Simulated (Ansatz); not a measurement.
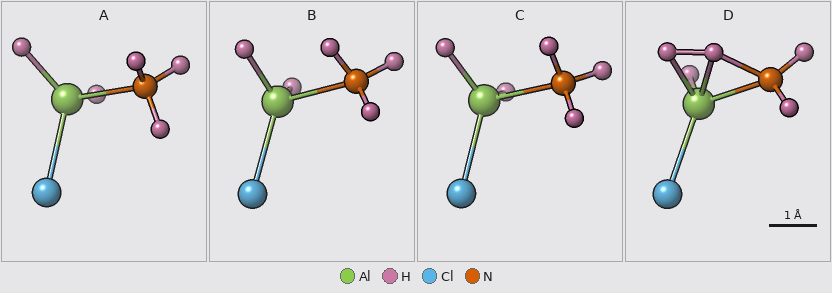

4 geometries from a converged minimum-energy path of AlNH5Cl, shuffled. Style: ball-and-stick. Shown at a tilt.

Level of theory: Ansatz 0.2.0, RKS PBE/def2-TZVP. Run with 9 movable images; climbing image; force threshold 0.05 eV/Å; iteration limit 60; starting path through a guess of the saddle point.

> Which frame is the transition state?

D. In order along the path, whose images run from 0 to 10: A (image 1, −0.1 kcal/mol), C (image 3, +1.1 kcal/mol), B (image 4, +5.2 kcal/mol), D (image 6, +27.6 kcal/mol). Breaking: Al–H (1.60 → 2.94 Å), H–N (1.02 → 3.20 Å). Forming: H–H (2.88 → 0.76 Å).

Cost: 2.2 min on 4 threads of Arm Neoverse V2, with other jobs on the host, peak memory 0.21 GiB.
